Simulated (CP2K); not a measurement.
# GeCNClF (SMILES N#[C][Ge]([F])[Cl]) at GFN1-xTB

Aim: the energy difference between two shapes of GeCNClF at GFN1-xTB, from 2 runs. 

The results are computed with CP2K 2026.2.

2 further runs of the same task are left out: 2 set aside as unsound or not needed.

### 1 The molecule

The species is GeCNClF (5 atoms), meant as a doublet with charge 0. SMILES: `N#[C][Ge]([F])[Cl]`. Geometry: relaxed at PBE0-D4/def2-TZVP.

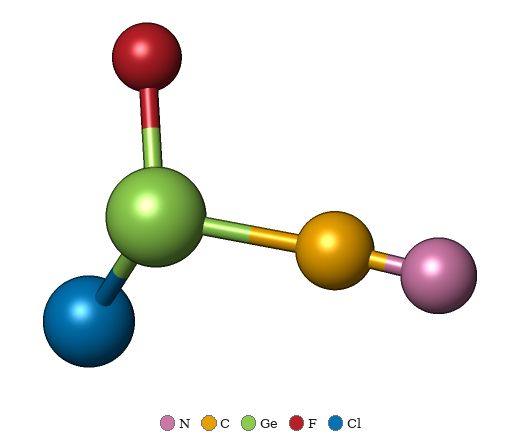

The structure, seen from a chosen angle (nitrogen pink, carbon amber, germanium green, fluorine red, chlorine blue).

### 2 A single-point energy at GFN1-xTB

The input, calc.inp:

```
&GLOBAL
   PROJECT calc
   RUN_TYPE ENERGY
   PRINT_LEVEL MEDIUM
&END GLOBAL

&FORCE_EVAL
   METHOD QUICKSTEP
   &DFT
      MULTIPLICITY 2
      LSD T
      &QS
         METHOD XTB
         EPS_DEFAULT 1.0E-10
         &XTB
            GFN_TYPE 1
            CHECK_ATOMIC_CHARGES F
         &END XTB
      &END QS
      &POISSON
         PERIODIC NONE
         POISSON_SOLVER ANALYTIC
      &END POISSON
      &SCF
         SCF_GUESS ATOMIC
         EPS_SCF 1.0E-06
         MAX_SCF 40
         &OT
            MINIMIZER CG
            PRECONDITIONER FULL_ALL
         &END OT
         &OUTER_SCF
            EPS_SCF 1.0E-06
            MAX_SCF 5
         &END OUTER_SCF
      &END SCF
      &PRINT
         &MOMENTS
            PERIODIC F
            REFERENCE COM
            MAX_MOMENT 1
         &END MOMENTS
         &MO_CUBES
            NLUMO 3
            NHOMO -1
            WRITE_CUBE F
         &END MO_CUBES
         &HIRSHFELD OFF
         &END HIRSHFELD
      &END PRINT
   &END DFT
   &SUBSYS
      &CELL
         ABC 10.9 11.6 10.5
         PERIODIC NONE
      &END CELL
      &COORD
         N      6.895950     4.018500     6.485200
         C      6.373850     4.596400     5.635500
         Ge     5.662950     5.478600     4.074800
         F      4.004050     5.008400     4.014800
         Cl     5.743650     7.581500     4.389200
      &END COORD
   &END SUBSYS
&END FORCE_EVAL
```

Launch:

```sh
$ OMP_NUM_THREADS=1 cp2k.psmp -i calc.inp > calc.out 2>&1
```

Log:

```text
CP2K| version string:                                       CP2K version 2026.2
[...]
 GLOBAL| Method name                                                        CP2K
[...]
 GLOBAL| Run type                                                         ENERGY
[...]
                             - Atoms:                                          5
[...]
                             - Spherical basis functions:                     30
[...]
 Number of electrons:                                                         14
[...]
     1 OT CG       0.15E+00    0.0     0.17655729       -15.9273947795 -1.59E+01
[...]
    36 OT CG       0.47E-01    0.0     0.00000094       -16.3507582817 -3.59E-11
  *** SCF run converged in    36 steps ***
[...]
 TB_DIPOLE| Moment [Debye]          1.55031671       1.25125224      -1.77306935
 TB_DIPOLE| Derivative [a.u.]       0.00000000       0.00000000       0.00000000
[...]
 ENERGY| Total FORCE_EVAL ( QS ) energy [hartree]            -16.350758281725376
[...]
```

It took 0.82 s on 1 thread of Arm Neoverse V2, shared host.

### 3 The distorted shape, same level

The input, qs.inp:

```
&FORCE_EVAL
  METHOD Quickstep
  &DFT
    CHARGE 0
    MULTIPLICITY 2
    UNRESTRICTED_KOHN_SHAM T
    ! Quickstep
    &QS
      METHOD XTB
      EPS_DEFAULT 1.0E-10
      &XTB
        GFN_TYPE 1
        CHECK_ATOMIC_CHARGES F
      &END
    &END
    ! cluster boundary conditions
    &POISSON
      PERIODIC NONE
      POISSON_SOLVER ANALYTIC
    &END
    &SCF
      SCF_GUESS ATOMIC
      EPS_SCF 1.0E-06
      MAX_SCF 40
      &OT ON
        MINIMIZER CG
        PRECONDITIONER FULL_ALL
      &END
      &OUTER_SCF
        EPS_SCF 1.0E-06
        MAX_SCF 5
      &END
    &END
    &PRINT
      &MOMENTS
        PERIODIC F
        REFERENCE COM
        MAX_MOMENT 1
      &END
      &MO_CUBES
        NLUMO 3
        NHOMO -1
        WRITE_CUBE F
      &END
      &HIRSHFELD OFF
      &END
    &END
  &END
  &SUBSYS
    &CELL
      ABC [angstrom] 10.9 11.5 10.5
      PERIODIC NONE
    &END
    &COORD
      N      6.910817     3.998646     6.512215
      C      6.367564     4.614711     5.573956
      Ge     5.695696     5.478954     4.089033
      F      3.989183     5.027579     3.987785
      Cl     5.732973     7.501354     4.255858
    &END
  &END
&END
&GLOBAL
  PROJECT_NAME qs
  RUN_TYPE ENERGY
  PRINT_LEVEL MEDIUM
&END
```

Launch:

```sh
$ OMP_NUM_THREADS=1 cp2k.psmp qs.inp > qs.out
```

Log:

```text
CP2K| version string:                                       CP2K version 2026.2
[...]
 GLOBAL| Method name                                                        CP2K
[...]
 GLOBAL| Run type                                                         ENERGY
[...]
                             - Atoms:                                          5
[...]
                             - Spherical basis functions:                     30
[...]
 Number of electrons:                                                         14
[...]
     1 OT CG       0.15E+00    0.0     0.19315536       -15.7890876246 -1.58E+01
[...]
    36 OT CG       0.12E+00    0.0     0.00000080       -16.3307716705 -6.72E-11
  *** SCF run converged in    36 steps ***
[...]
 TB_DIPOLE| Moment [Debye]          1.72983701       1.76269324      -1.72647129
 TB_DIPOLE| Derivative [a.u.]       0.00000000       0.00000000       0.00000000
[...]
 ENERGY| Total FORCE_EVAL ( QS ) energy [hartree]            -16.330771670493530
[...]
```

Wall time 0.82 s (1 thread of Arm Neoverse V2, shared host).

### 4 Outcome

Level: GFN1-xTB.

| quantity | value |
| --- | --- |
| first shape: total energy | -16.35076 Eh |
| first shape: dipole moment (from atomic charges alone) | 2.67 D |
| first shape: HOMO energy (highest over α and β) | -10.51 eV |
| first shape: dispersion energy | -4.74 kJ/mol |
| distorted shape: total energy | -16.33077 Eh |
| distorted shape: dipole moment (from atomic charges alone) | 3.01 D |
| distorted shape: HOMO energy (highest over α and β) | -10.32 eV |
| distorted shape: dispersion energy | -4.74 kJ/mol |
| energy change with the atoms displaced | 0.544 eV |

What this shows: With the atoms displaced the energy rises by 0.54 eV (12.5 kcal/mol). The first shape isn't relaxed at this level, so the change isn't measured from a minimum. The dipole (first shape) comes from point charges on the atoms alone, without atomic dipoles, so it is partial. The dipole (distorted shape) comes from point charges on the atoms alone, without atomic dipoles, so it is partial.
